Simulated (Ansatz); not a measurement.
We consider CsCl-type AuZn (cubic form, which distorts at low temperature), described by B3LYP (VWN-RPA form) (PAW; Ansatz, an electronic-structure program).

Run with plane-wave cutoff 460 eV, 8×8×8 k mesh, Fermi–Dirac smearing 0.05 eV, scalar-relativistic PAW data made under PBE.

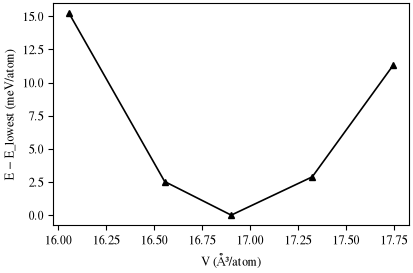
Total energy against volume

Question: From the curve, estimate the equilibrium volume and the bulk modulus.

Answer: V0 ≈ 16.9 Å³/atom and B0 ≈ 99 GPa; the fit gives V0 = 16.919 Å³/atom, B0 = 99.1 GPa, B′ = 5.7.

Measured, for comparison: bulk modulus 131 GPa (temperature not stated, no zero-point or thermal correction; as tabulated in Nepal et al. (2020), arXiv:2007.11150). Computed (rounded) less measured: bulk modulus -24 %.

Note: symmetry holds this phase in the static calculation, where it need not be a minimum.

Spin–orbit coupling is not included; it can shift volumes and moduli of such heavy elements.

The computed numbers hold no vibrational or temperature effects.

The result took very roughly 10 core-minutes.
